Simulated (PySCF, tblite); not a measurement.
**CH9NPSi2 radical: geometry, infrared bands and EPR parameters**

Wanted: the infrared bands and EPR parameters of CH9NPSi2 radical (`[CH2]N([SiH3])[SiH2]P`), by calculation.

The runs use tblite 0.8.0 and PySCF 2.14.0, with density-fitted response routines of our own; the level of theory stands in each step. All values are computed, except where a source is named. Atoms are numbered from 0 throughout.

## 1. Starting geometry

14 atoms, charge 0, multiplicity 2; geometry from: force field or distance geometry start.

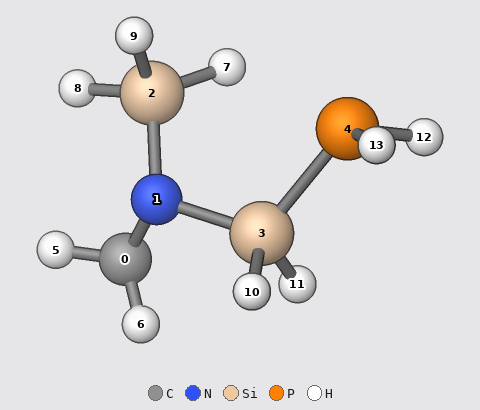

The starting geometry (carbon grey, nitrogen blue, silicon light orange, phosphorus orange, hydrogen white), atoms numbered; sticks join atoms by distance.

## 2. Optimising the geometry with GFN2-xTB

What the job is given:

```
{"job": {"kind": "relax", "xc": "GFN2-xTB", "basis": "xTB"}, "charge": 0, "multiplicity": 2}
C     -1.635800    -1.192700    -0.210100
N     -0.773300    -0.458400     0.686600
Si    -1.193500     1.251100     0.737700
Si     0.897100    -0.767100     0.154000
P      2.265800     0.898100     0.525700
H     -2.703700    -1.195900     0.127900
H     -1.221500    -2.194600    -0.360600
H     -0.565500     2.051300    -0.323200
H     -2.657900     1.335700     0.507700
H     -0.937000     1.775100     2.078400
H      1.368000    -1.950200     0.928900
H      0.902600    -1.151400    -1.241800
H      2.922300     1.200300    -0.742800
H      3.331600     0.398200     1.389600
```

Command:

```bash
$ OMP_NUM_THREADS=1 python probes_run.py task.json out
```

The driver reads the jobs from task.json and runs them one after another.

What it wrote:

```text
step      E/eV     max force
  0    -423.45106    2.335
  1    -423.71702    1.465
  2    -423.99196    1.291
  3    -424.12960    1.082
  4    -424.29643    0.767
  5    -424.32227    0.563
  6    -424.34633    0.358
  7    -424.36059    0.439
  8    -424.37991    0.546
  9    -424.40058    0.428
 10    -424.41538    0.326
 11    -424.42820    0.349
 12    -424.43776    0.325
 13    -424.44306    0.228
 14    -424.44771    0.164
 15    -424.45131    0.168
 16    -424.45425    0.183
 17    -424.45674    0.147
 18    -424.45909    0.133
 19    -424.46210    0.196
 20    -424.46614    0.241
 21    -424.46886    0.170
 22    -424.46996    0.071
 23    -424.47045    0.058
 24    -424.47092    0.066
 25    -424.47155    0.073
 26    -424.47218    0.060
 27    -424.47267    0.058
 28    -424.47303    0.051
 29    -424.47332    0.055
 30    -424.47355    0.044
 31    -424.47369    0.024
 32    -424.47377    0.024
 33    -424.47385    0.029
 34    -424.47393    0.027
 35    -424.47402    0.024
 36    -424.47408    0.015
 37    -424.47412    0.016
 38    -424.47415    0.018
 39    -424.47419    0.017
 40    -424.47424    0.025
 41    -424.47431    0.018
 42    -424.47437    0.018
 43    -424.47442    0.021
 44    -424.47447    0.019
 45    -424.47451    0.016
 46    -424.47455    0.015
 47    -424.47459    0.018
 48    -424.47464    0.019
 49    -424.47468    0.014
 50    -424.47472    0.017
 51    -424.47477    0.022
 52    -424.47482    0.025
 53    -424.47488    0.021
 54    -424.47495    0.021
 55    -424.47501    0.021
 56    -424.47507    0.027
 57    -424.47515    0.037
 58    -424.47528    0.033
 59    -424.47547    0.038
 60    -424.47565    0.040
 61    -424.47576    0.023
 62    -424.47582    0.022
 63    -424.47586    0.018
 64    -424.47593    0.031
 65    -424.47606    0.046
 66    -424.47625    0.048
 67    -424.47646    0.046
 68    -424.47665    0.033
 69    -424.47685    0.045
 70    -424.47716    0.056
 71    -424.47708    0.118
 72    -424.47778    0.052
 73    -424.47818    0.059
 74    -424.46883    0.532
 75    -424.47864    0.066
 76    -424.47897    0.069
 77    -424.47048    0.530
 78    -424.47979    0.054
 79    -424.48036    0.048
 80    -424.47636    0.411
 81    -424.48136    0.030
 82    -424.48181    0.028
 83    -424.48225    0.089
 84    -424.48245    0.043
 85    -424.48269    0.029
 86    -424.48301    0.042
 87    -424.48325    0.047
 88    -424.48355    0.023
 89    -424.48371    0.022
 90    -424.48384    0.023
 91    -424.48391    0.027
 92    -424.48398    0.028
 93    -424.48412    0.031
 94    -424.48431    0.046
 95    -424.48447    0.032
 96    -424.48452    0.013
 97    -424.48453    0.013
 98    -424.48455    0.016
 99    -424.48459    0.015
100    -424.48464    0.021
101    -424.48470    0.022
102    -424.48476    0.016
103    -424.48480    0.017
104    -424.48485    0.016
105    -424.48491    0.023
106    -424.48501    0.028
107    -424.48512    0.024
108    -424.48521    0.015
109    -424.48526    0.017
110    -424.48529    0.016
111    -424.48533    0.015
112    -424.48538    0.019
113    -424.48546    0.020
114    -424.48555    0.023
115    -424.48561    0.018
116    -424.48565    0.016
117    -424.48569    0.017
118    -424.48575    0.027
119    -424.48588    0.042
120    -424.48610    0.053
121    -424.48638    0.047
122    -424.48661    0.034
123    -424.48678    0.032
124    -424.48699    0.068
125    -424.48598    0.152
126    -424.48746    0.077
127    -424.48787    0.072
128    -424.48556    0.286
129    -424.48931    0.080
130    -424.49050    0.081
131    -424.48081    0.222
132    -424.48951    0.126
133    -424.49355    0.180
134    -424.49615    0.121
135    -424.49550    0.361
136    -424.49929    0.216
137    -424.50454    0.089
138    -424.50518    0.074
139    -424.50617    0.078
140    -424.50661    0.060
141    -424.50759    0.060
142    -424.50822    0.069
143    -424.50901    0.053
144    -424.50959    0.057
145    -424.51036    0.071
146    -424.51121    0.088
147    -424.51198    0.075
148    -424.51246    0.053
149    -424.51270    0.047
150    -424.51290    0.042
151    -424.51307    0.046
152    -424.51325    0.043
153    -424.51345    0.031
154    -424.51364    0.040
155    -424.51388    0.049
156    -424.51418    0.057
157    -424.51453    0.069
158    -424.51493    0.069
159    -424.51531    0.061
160    -424.51563    0.038
161    -424.51578    0.025
162    -424.51588    0.020
163    -424.51595    0.021
164    -424.51604    0.024
165    -424.51614    0.030
166    -424.51625    0.032
167    -424.51639    0.029
168    -424.51657    0.036
169    -424.51673    0.028
170    -424.51682    0.021
171    -424.51687    0.015
172    -424.51690    0.012
173    -424.51692    0.008
```

It took 0.96 s on 1 thread of Arm Neoverse V2, shared host.

Along the way: (not every step is listed)

```
step  energy from step 0 (eV)  largest force (eV/Å)
   0                   0.0000                2.3351
   1                  -0.2660                1.4648
   2                  -0.5409                1.2911
   3                  -0.6785                1.0819
   4                  -0.8454                0.7666
   5                  -0.8712                0.5628
   6                  -0.8953                0.3584
   7                  -0.9095                0.4389
   8                  -0.9289                0.5464
  24                  -1.0199                0.0663
  40                  -1.0232                0.0254
  56                  -1.0240                0.0270
  72                  -1.0267                0.0522
  88                  -1.0325                0.0226
 104                  -1.0338                0.0164
 120                  -1.0350                0.0529
 136                  -1.0482                0.2163
 152                  -1.0622                0.0434
 168                  -1.0655                0.0357
 169                  -1.0657                0.0276
 170                  -1.0658                0.0207
 171                  -1.0658                0.0148
 172                  -1.0658                0.0122
 173                  -1.0659                0.0079
```

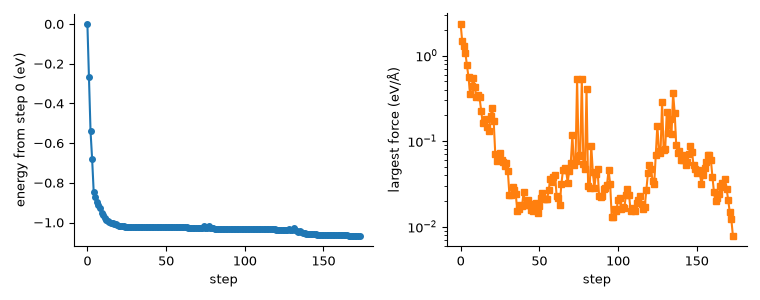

Energy and largest force along the relaxation.

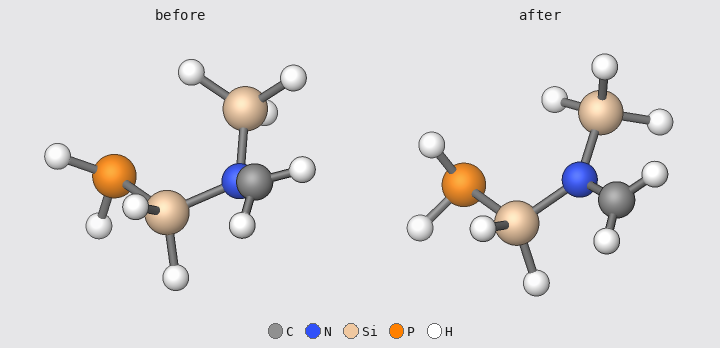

Before and after, at one scale.

Distances of close pairs at the start and the end, largest changes first:

| bond | before (Å) | after (Å) | change (Å) |
| --- | --- | --- | --- |
| P4–H13 | 1.460 | 1.381 | -0.079 |
| C0–N1 | 1.445 | 1.368 | -0.076 |
| P4–H12 | 1.460 | 1.384 | -0.076 |
| C0–H5 | 1.120 | 1.070 | -0.050 |
| Si3–P4 | 2.187 | 2.232 | +0.045 |
| N1–Si3 | 1.780 | 1.747 | -0.034 |
| Si3–H11 | 1.448 | 1.474 | +0.027 |
| C0–H6 | 1.095 | 1.069 | -0.025 |

The next job starts from the end point, and lists it.

## 3. Harmonic vibrations with GFN2-xTB

What the job is given:

```
{"job": {"kind": "ir", "xc": "GFN2-xTB", "basis": "xTB"}, "charge": 0, "multiplicity": 2}
C     -1.587673    -1.287125     0.197318
N     -0.653387    -0.301693     0.365389
Si    -1.270046     1.305342     0.724026
Si     1.013291    -0.789744     0.179115
P      2.387552     0.927823     0.559219
H     -2.627959    -1.043599     0.249535
H     -1.269285    -2.289209     0.003397
H     -0.107047     2.176839     0.831445
H     -2.158052     1.683038    -0.381787
H     -2.042615     1.210920     1.966084
H      1.314627    -1.825178     1.181927
H      1.157103    -1.388281    -1.160665
H      2.331633     1.441351    -0.724450
H      3.511181     0.179043     0.267306
```

What it wrote:

```text
mode    cm-1     km/mol
  1      45.0      2.18
  2      87.3      2.47
  3     124.4      0.83
  4     148.5      8.12
  5     221.5     21.09
  6     244.5      0.96
  7     249.9      3.83
  8     268.9      4.99
  9     303.6      1.23
 10     424.5     45.70
 11     476.3      9.50
 12     557.1     20.56
 13     558.8     66.47
 14     575.9      4.03
 15     588.1     18.65
 16     686.4    271.11
 17     701.9     32.34
 18     728.8    160.01
 19     734.4    161.68
 20     781.8    309.88
 21     793.6    492.56
 22     808.6    172.11
 23     893.6    104.03
 24    1134.4    123.35
 25    1148.3     18.51
 26    1281.3     10.75
 27    1417.8      0.55
 28    2130.2    300.86
 29    2163.3    183.47
 30    2209.7    369.70
 31    2232.6    215.21
 32    2300.7    290.03
 33    2308.4    115.39
 34    2394.3    146.03
 35    3147.9     20.28
 36    3188.2     38.62
```

It took 0.39 s on 1 thread of Arm Neoverse V2, shared host.

The strongest bands and the atoms that carry them (share of the mass-weighted mode):

| cm⁻¹ | km/mol | atoms |
| --- | --- | --- |
| 686 | 271.1 | H13 27 %, H12 24 %, H11 16 %, Si3 11 % |
| 782 | 309.9 | H8 40 %, H9 34 % |
| 794 | 492.6 | H10 38 %, H11 37 % |
| 2130 | 300.9 | H11 80 %, H10 16 % |
| 2163 | 183.5 | H10 80 %, H11 17 % |
| 2210 | 369.7 | H8 81 %, H9 15 % |
| 2233 | 215.2 | H9 82 %, H8 16 % |
| 2301 | 290.0 | H7 86 % |

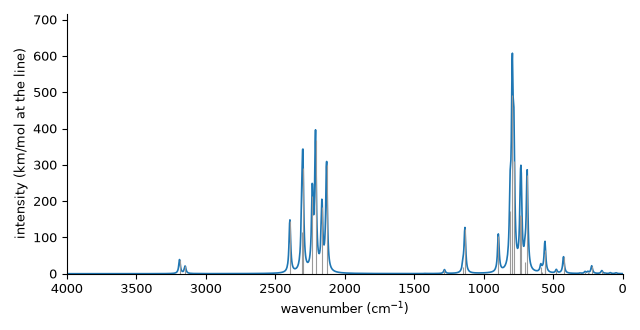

The infrared spectrum from these modes, unscaled. Lines are broadened to a width of 14 cm⁻¹ (Lorentzian).

## 4. g tensor and hyperfine couplings: B3LYP/pcH-1

Same as in step 3 but for these lines:

```diff
@@ -1,2 +1,2 @@
-{"job": {"kind": "ir", "xc": "GFN2-xTB", "basis": "xTB"}, "charge": 0, "multiplicity": 2}
+{"job": {"kind": "epr", "basis": "pcH-1"}, "charge": 0, "multiplicity": 2}
 C     -1.587673    -1.287125     0.197318
```

With the program's defaults for keys left out, this is: UKS B3LYP, pcH-1 on C H N P Si, non-relativistic, mean-field spin-orbit, GIAO.

What it wrote:

```text
UKS, coarse grid
  cycle   1  E = -1018.59053959  |g| = 3.05e-01
  cycle   2  E = -1018.56198853  |g| = 3.78e-01
  cycle   3  E = -1018.62167393  |g| = 8.55e-02
  cycle   4  E = -1018.62435515  |g| = 2.76e-02
  cycle   5  E = -1018.62470688  |g| = 8.06e-03
  cycle   6  E = -1018.62473901  |g| = 2.45e-03
  cycle   7  E = -1018.62474194  |g| = 9.19e-04
UKS, final grid
  cycle   1  E = -1018.62476397  |g| = 9.25e-04
  cycle   2  E = -1018.62476370  |g| = 1.29e-03
  cycle   3  E = -1018.62476442  |g| = 1.76e-04
  cycle   4  E = -1018.62476444  |g| = 8.01e-05
  cycle   5  E = -1018.62476444  |g| = 2.99e-05
E = -1018.62476444 Eh   <S^2> = 0.7531 (exact 0.7500)
g shifts (ppm)      1          2          3
  rmc          -150       -150       -150
  gc             -1         32         29
  oz_so         -25        753       1215
  total        -176        635       1093
hyperfine (MHz)  atom isotope    a_iso     a_fc   dipolar eigenvalues
    0   13C      70.40      70.48    -70.38    -69.43    139.82
    1   14N       1.46       1.50     -8.58     -7.90     16.48
    2  29Si       4.29       4.27     -2.76      0.94      1.82
    3  29Si       3.96       3.94     -3.16      1.09      2.06
    4   31P       1.07       1.07     -1.34     -0.13      1.47
    5    1H     -57.34     -57.35    -34.52      1.36     33.16
    6    1H     -57.38     -57.39    -34.52      1.32     33.20
    7    1H      -3.51      -3.51     -2.43     -1.41      3.83
    8    1H       9.23       9.22     -2.47     -1.94      4.41
    9    1H      10.28      10.28     -2.54     -1.93      4.46
   10    1H       9.51       9.51     -2.41     -1.93      4.34
   11    1H       8.66       8.66     -2.63     -1.93      4.56
   12    1H       4.28       4.28     -0.95     -0.82      1.77
   13    1H      -0.49      -0.49     -0.62     -0.57      1.19
```

It took 54 s on 1 thread of Arm Neoverse V2, shared host; peak memory 0.91 GiB.

Principal g values 2.00214, 2.00295, 2.00341; g(iso) = 2.00284, against 2.00232 for a free electron.

Mean a(iso) over the nuclei that a row names, and the largest dipolar term of the row (other rows stand at the frozen geometry):

| nuclei | isotope | a(iso) (MHz) | a(iso) (G, at g = 2.0023) | largest dipolar term (MHz) |
| --- | --- | --- | --- | --- |
| C0 | 13C | 70.4 | 25.1 | 139.8 |
| H5, H6 | 1H | -57.4 | -20.5 | -34.5 |
| H10, H11 | 1H | 9.1 | 3.2 | 4.6 |
| H7, H8, H9 | 1H | 5.3 | 1.9 | 4.5 |
| Si2 | 29Si | 4.3 | 1.5 | -2.8 |
| Si3 | 29Si | 4.0 | 1.4 | -3.2 |
| H12, H13 | 1H | 1.9 | 0.7 | 1.8 |
| N1 | 14N | 1.5 | 0.5 | 16.5 |
| P4 | 31P | 1.1 | 0.4 | 1.5 |

Mulliken spin populations:

C0 0.90; N1 0.11; Si2 0.02; Si3 0.02; P4 0.00; H5 -0.04; H6 -0.04; H7 0.00; H8 0.01; H9 0.01; H10 0.01; H11 0.01; H12 0.00; H13 0.00

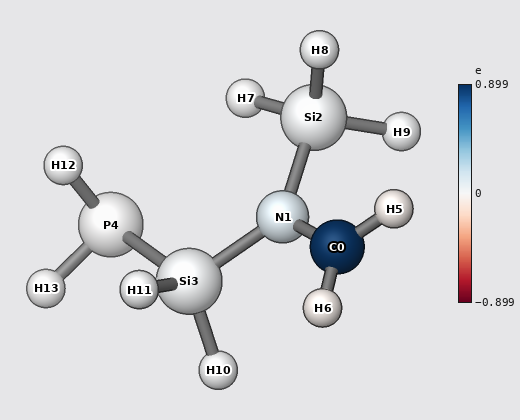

Mulliken spin populations, as colours on the atoms.

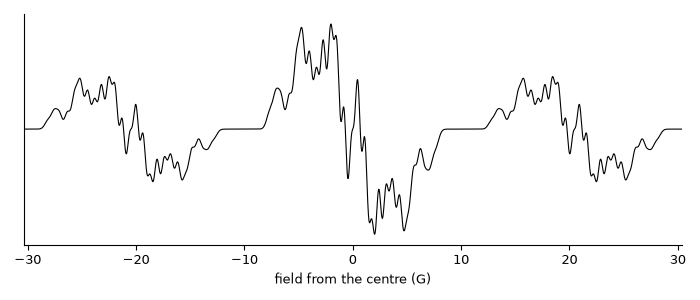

First-order isotropic spectrum (first derivative, main isotopes with spin only, couplings over 0.8 MHz, Gaussian width 0.3 G; couplings of the frozen geometry, rotation of groups not averaged beyond the rows shown).

Orbitals, density, ELF and potential are computed afterwards from the orbital file.

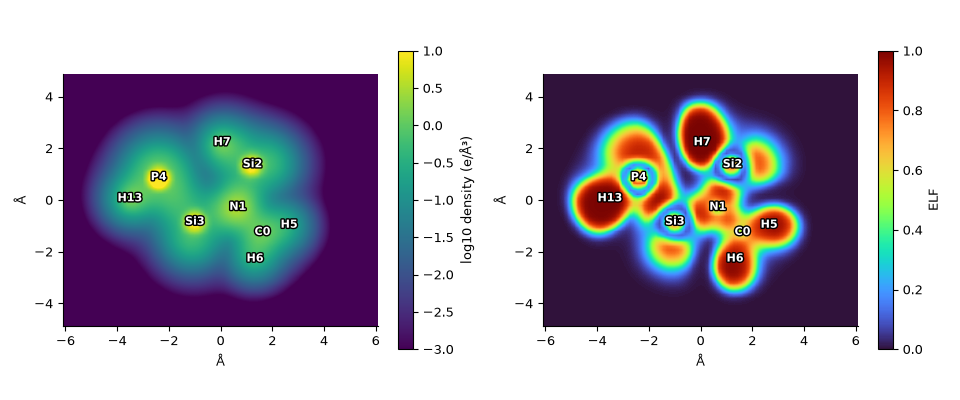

Density (left) and ELF (right) in a plane through or near 9 of the atoms.

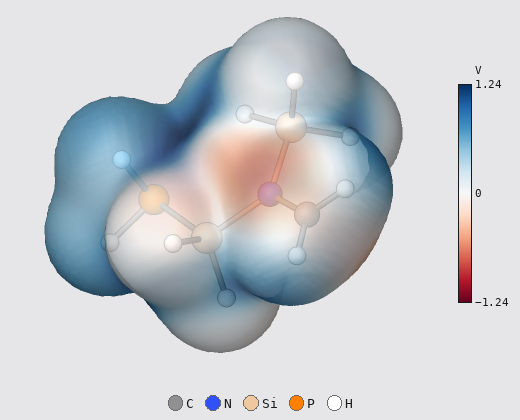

Electrostatic potential on the surface of density 0.002 e/bohr³; red is low, blue high. It runs from -0.79 V near P4 to 1.24 V near H8.

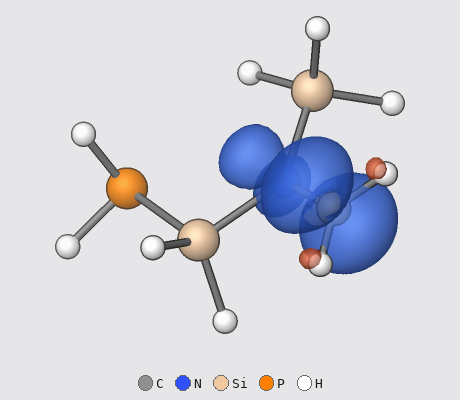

Spin density at ±0.04 e/Å³ (alpha excess blue, beta excess red).

## 5. Results

| quantity | value |
| --- | --- |
| strongest single infrared mode (GFN2-xTB) | 794 cm⁻¹, 493 km/mol |
| zero-point energy (GFN2-xTB) | 54.4 kcal/mol |
| g(iso) (B3LYP) | 2.00284 |
| ⟨S²⟩ | 0.753 (exact 0.75) |
| largest a(iso) (averaged by class) | 13C on C0, 70.4 MHz |
| potential on the surface of density 0.002 e/bohr³, 1st and 99th percentile | -0.79 V and 1.24 V |

In words: Relaxing lowered the energy by 1.066 eV in 173 steps; the close pair that moved most is P4–H13, from 1.460 to 1.381 Å. All 36 modes are real, so the xTB geometry is a minimum. The strongest single mode, at 794 cm⁻¹, moves mainly H10 and H11. GFN2-xTB is a fitted tight-binding method: band positions and strengths are rough. Its intensities can rank the bands wrongly. Most of the unpaired spin sits on C0 (0.90 e). The isotropic g lies 0.5 ppt above the free-electron value. These values are for one conformer; the search (at its own cheap level) found 2 more, at 0.27, 1.74 kcal/mol, and measured spectra average over such forms.
